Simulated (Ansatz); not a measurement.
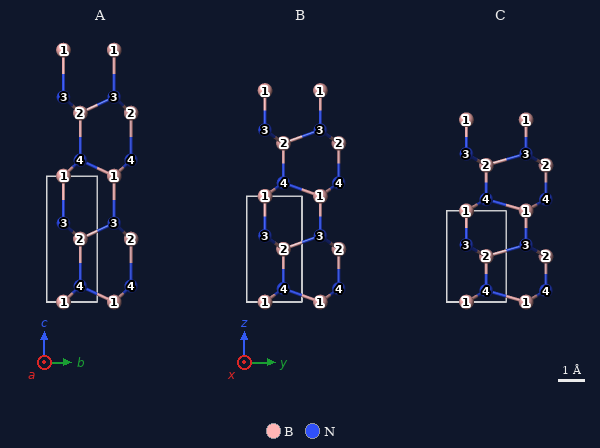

A scan of solid BN (P6_3mc): the ratio of the cell's length along z to its lengths across, counted as 1 for the reference, is changed at fixed volume (a c/a path), with the atoms kept at their fractional coordinates. x, y and z are the Cartesian axes of the input. Style: ball-and-stick. Shown: the cell of the calculation, repeated 2 × 2 × 2 with one cell outlined, along the a axis.

All numbers below come from Ansatz, DFT r2SCAN, scalar-relativistic, plane waves, PAW. Settings: plane-wave cutoff 500 eV; k-point mesh 12 × 12 × 6; occupations gaussian; smearing width 0.05 eV; no spin polarisation. Energies (free energies at the smearing named) are counted from the relaxed crystal.

### Rank the frames from lowest to highest energy.

Lowest first: B (the relative ratio 1.00, 0 meV/atom), C (the relative ratio 0.80, 663 meV/atom), A (the relative ratio 1.30, 774 meV/atom). Over the whole scan: of the computed points the lowest is at the relative ratio 1.00, 0 meV/atom. The distortion keeps the space group P6_3mc. At the relative ratio 1.30 the cell of the drawing goes a 2.544 → 2.331 Å, b 2.544 → 2.331 Å, c 4.208 → 5.012 Å.
